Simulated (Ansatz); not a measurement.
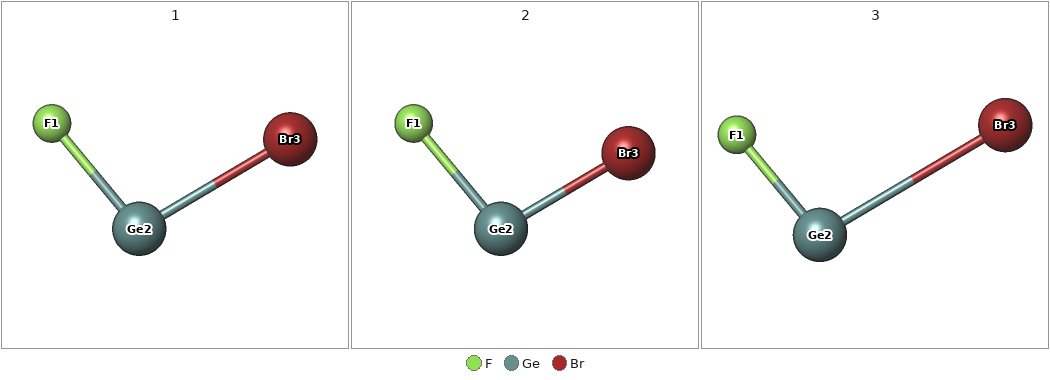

BrFGe, SMILES [F][Ge][Br]. Two internal coordinates are moved rigidly from the geometry relaxed at PBE0-D4/def2-TZVP, all others fixed. The first coordinate is: bond Ge2–Br3; the second: bond F1–Ge2. The grid has 7 × 7 points. Energies: kcal/mol, counted from the lowest grid point. The calculation used RKS PBE-D4/def2-TZVPP (Ansatz 0.2.0).

The numbered pictures are structures from this grid.

Rank them by energy, lowest first.

Answer. 1, at bond Ge2–Br3 = 2.273 Å, bond F1–Ge2 = 1.787 Å: 0.0 kcal/mol; 3, at bond Ge2–Br3 = 2.790 Å, bond F1–Ge2 = 1.699 Å: 12.9 kcal/mol; 2, at bond Ge2–Br3 = 1.920 Å, bond F1–Ge2 = 1.787 Å: 46.4 kcal/mol.

The map, with the structures marked:

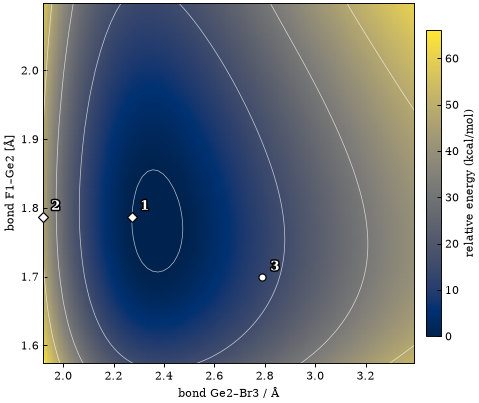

Drawn: a smooth colour map with a few white contour lines. Between grid points the surface is interpolated.
